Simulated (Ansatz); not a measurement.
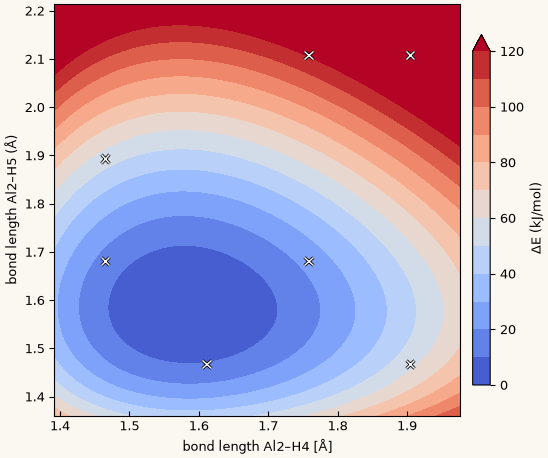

Energy landscape of AlH₃N, SMILES [NH][AlH2], spin multiplicity 2. First axis: bond length Al2–H4. Second axis: bond length Al2–H5. Nothing is relaxed (all other coordinates rigid). The scan uses a 9 × 9 grid. At 7 points there is no value. All energies are given in kJ/mol relative to the relaxed molecule at the same level. The calculation used UKS wB97X-V/def2-SVP (Ansatz 0.2.0).

Drawn: filled contours, crosses at grid points without a value, one colour for all values above the top of the scale. Between grid points the surface is interpolated. 

Summarise what can be read from the map.

Answer. The lowest grid point is at bond length Al2–H4 = 1.611 Å, bond length Al2–H5 = 1.574 Å, 0.6 kJ/mol from the relaxed molecule at the same level. No other kind of well shows on this grid. The highest grid point, bond length Al2–H4 = 1.977 Å, bond length Al2–H5 = 2.215 Å, lies 202 kJ/mol above the lowest. Round the minimum the contours are nearly round: the two directions are equally stiff and uncoupled.

Time for the 74 points that were run: 23 min on 1 thread of Intel(R) Xeon(R) Processor @ 2.70GHz, with other jobs on the host.
